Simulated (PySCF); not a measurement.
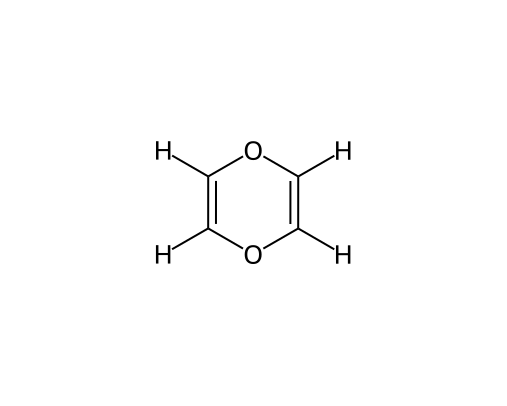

Question: Write the SMILES.

Answer: C1=COC=CO1

Question: Give the formula, hydrogens included.

Answer: C4H4O2.

Question: An optimisation with PBE0-D3(BJ)/def2-SVP gave a structure of which point group?

Answer: D2h.

The parts below concern this one geometry. Atoms keep their numbers from picture to picture. Computed geometry: PBE0-D3(BJ)/def2-SVP optimisation. No frequency run is at hand to confirm it as a minimum.

### Geometry

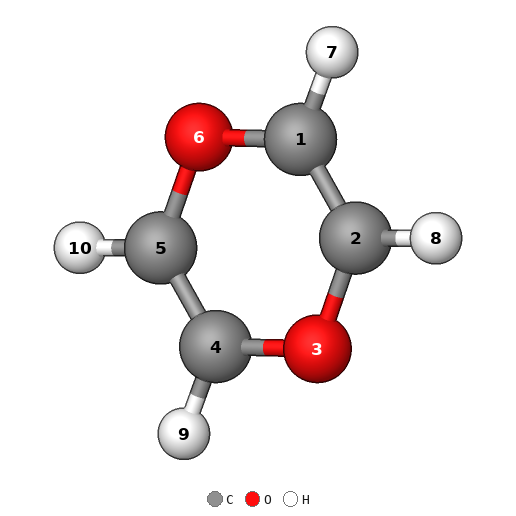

No frequency run is at hand to confirm it as a minimum.

List the bonds and their lengths.

```json
{"bond": "C1–C2", "length (Å)": "1.332", "order": "double"}
{"bond": "C1–O6", "length (Å)": "1.373", "order": "single"}
{"bond": "C1–H7", "length (Å)": "1.089", "order": "single"}
{"bond": "C2–O3", "length (Å)": "1.373", "order": "single"}
{"bond": "C2–H8", "length (Å)": "1.089", "order": "single"}
{"bond": "O3–C4", "length (Å)": "1.373", "order": "single"}
{"bond": "C4–C5", "length (Å)": "1.332", "order": "double"}
{"bond": "C4–H9", "length (Å)": "1.089", "order": "single"}
{"bond": "C5–O6", "length (Å)": "1.373", "order": "single"}
{"bond": "C5–H10", "length (Å)": "1.089", "order": "single"}
```

### Polarisability

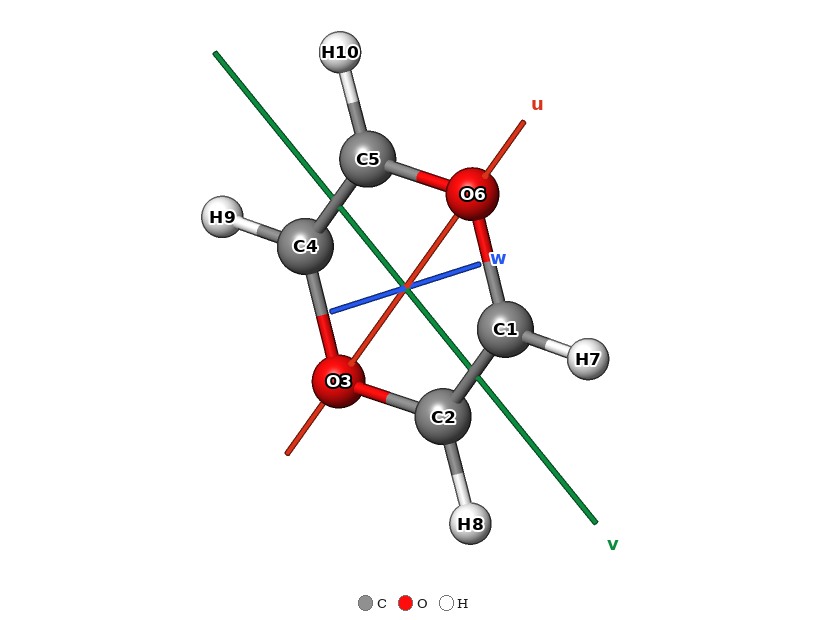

The lines u, v and w are the principal axes of the static dipole polarisability. No frequency run is at hand to confirm it as a minimum. Computed with B3LYP/def2-SVPD (PySCF 2.14.0).

Question: Along which axis is the molecule most polarisable, and along which least?

Answer: Most along u (in the molecular plane, nearly parallel to the C4–C5 bond), least along w (normal to the molecular plane).

Question: Give the three principal values.

Answer: u 59.4, v 56.7, w 36.3 bohr³; mean 50.8, anisotropy 21.9 bohr³.

### Core levels

No frequency run is at hand to confirm it as a minimum. Method: delta-SCF UKS SCAN, pcX-2 on the ionised atom, pcseg-1 elsewhere, spin-free X2C (PySCF 2.14.0).

Give the core-electron binding energies (to vacuum) of C1 1s, O3 1s.

```csv
atom,level,binding energy (eV)
C1,1s,292.1
O3,1s,539.5
```

### Ring current

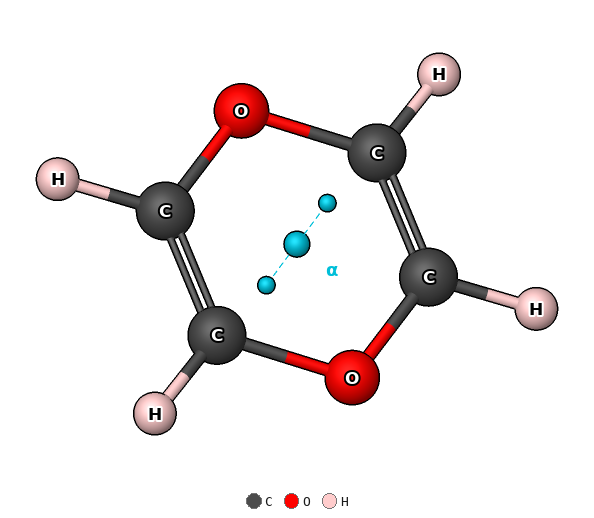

The small points mark where nucleus-independent chemical shifts (NICS) were computed: at the centre of each lettered ring and 1 Å above and below it. No frequency run is at hand to confirm it as a minimum. Level of theory: GIAO HF/pcSseg-2 NMR shielding, non-relativistic, gas phase (PySCF 2.14.0).

Give NICS(0), NICS(1) and the out-of-plane component NICS(1)zz for each ring (means of the two sides).

```tsv
ring	members	NICS(0)	NICS(1)	NICS(1)zz
α	C4O2	6.9	4.6	15.2
```

Values in ppm.

Question: What do the values say about the ring currents?

Answer: Ring α: paratropic, as in an antiaromatic ring. NICS is one index among several.

### Charges

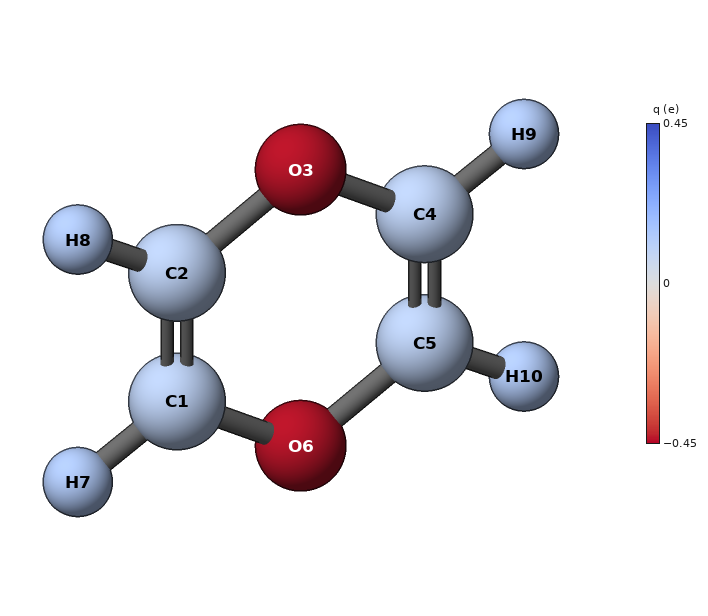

Atoms are coloured by their Mulliken charges. No frequency run is at hand to confirm it as a minimum. Level of theory: PBE0/pcSseg-1, gas phase (PySCF 2.14.0).

Give the Mulliken charges atom by atom.

```json
{"atom": "C1", "value (e)": "0.09"}
{"atom": "C2", "value (e)": "0.09"}
{"atom": "O3", "value (e)": "−0.43"}
{"atom": "C4", "value (e)": "0.09"}
{"atom": "C5", "value (e)": "0.09"}
{"atom": "O6", "value (e)": "−0.43"}
{"atom": "H7", "value (e)": "0.12"}
{"atom": "H8", "value (e)": "0.12"}
{"atom": "H9", "value (e)": "0.12"}
{"atom": "H10", "value (e)": "0.12"}
```

Mulliken values depend strongly on the basis set and can even reverse the polarity of a bond.
